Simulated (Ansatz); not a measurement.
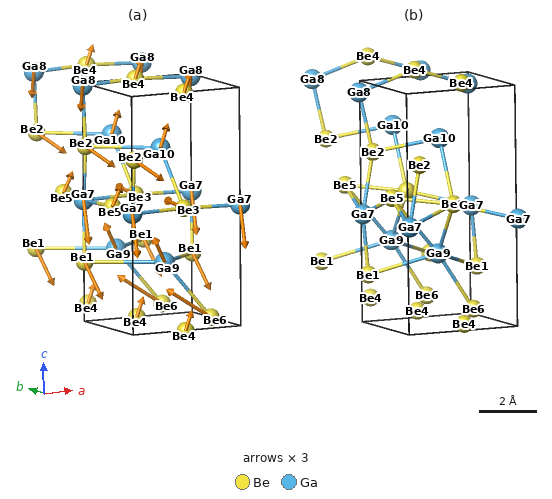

The structure of solid Be3Ga2 (a generated structure, set up in P1) (coarse preliminary run) before (left) and after (right) a relaxation, at one scale. The orange arrows give the displacements (the part carried along by the change of the cell is left out), 3 times their true length.

A ball-and-stick model of the cell of the calculation, repeated 1 × 2 × 1 with one cell outlined, seen slightly off an axis.

Method: DFT PBE, scalar-relativistic, plane waves, PAW (Ansatz 0.2.0).

Input
```yaml
crystal:
  lattice:
    - [0.0607808589, 4.1726731135, 0.0090242858]
    - [0.0352949812, 0.0090242858, 4.2917139902]
    - [8.4782645816, 0.1215617177, 0.0705899624]
  atoms:
    - { symbol: Be, position: [0.0012140802, -0.0135100487, 0.2492929477] }
    - { symbol: Be, position: [0.0180698858, -0.0072795559, 0.7338688303] }
    - { symbol: Be, position: [0.4949814434, 0.0373279566, 0.5107341776] }
    - { symbol: Be, position: [0.4831048232, -0.0090704083, 0.9997078063] }
    - { symbol: Be, position: [1.0170440652, 0.4454708306, 0.5121860295] }
    - { symbol: Be, position: [-0.0428255678, 0.5191519173, 1.0068256511] }
    - { symbol: Ga, position: [1.0072633171, 0.0132465672, 0.506950951] }
    - { symbol: Ga, position: [-0.0049185589, -0.0098240686, 0.9891910716] }
    - { symbol: Ga, position: [0.5467424474, 0.5506643695, 0.2526592409] }
    - { symbol: Ga, position: [0.4793240643, 0.4738224403, 0.738583294] }
basis:
  ecutwfc: 420
kpoints:
  mp_grid: { grid: [6, 6, 4] }
hamiltonian:
  xc: pbe
scf:
  occupations: { method: gaussian, width: 0.2 }
  lower_state_search: "off"
output:
  forces: true
  stress: true
  eigenvalues: true
relax:
  adjacent_minimum: "off"
  f_tol: 0.025
  max_steps: 60
  cell: { stress_tol: 0.25 }
```

Launched with:
```bash
ansatz run input.yaml --threads 1 --pin off --max-ram 2048MiB --backend cpu --events-out ev --progress --plain --runs-dir out
```

Question: Describe what moved and what it gained.

Answer: The run was cut off at its time limit before the relaxation converged, so the last structure is only a point on the way. Be6 moves most relative to the cell: 0.71 Å along [−3 0 1]. By element the largest moves are Be 0.71 Å, Ga 0.59 Å. The volume changes by −3.4 %, with a 4.173 → 4.191 Å (+0.4 %), b 4.292 → 4.079 Å (−4.9 %), c 8.479 → 8.580 Å (+1.2 %), β 88.3° → 88.9°, γ 89.7° → 90.2°. Near-neighbour distances that change, for instance: Be3–Ga9 3.083 → 2.367 Å, Be5–Ga7 1.857 → 2.313 Å, Be3–Be5 2.649 → 2.213 Å, Be6–Ga8 2.031 → 2.409 Å. New bonds form: Be3–Ga9 (3.08 → 2.37 Å). Among the angles between lasting bonds that change: Ga7–Be3–Ga7 174.0° → 123.8°, Be3–Ga7–Be3 174.0° → 123.8°, Be6–Ga8–Be6 168.5° → 120.2°. The space group stays P1 (No. 1). The energy falls by 3.888 eV per cell of the calculation in 4 geometry steps. Largest force component: 5.1 eV/Å at the start, 1.3 eV/Å at the end. The pressure goes from 4.22 to −1.53 GPa. Cost: 5.4 min on 1 thread of Arm Neoverse V2, with other jobs on the host, peak memory 0.63 GiB.
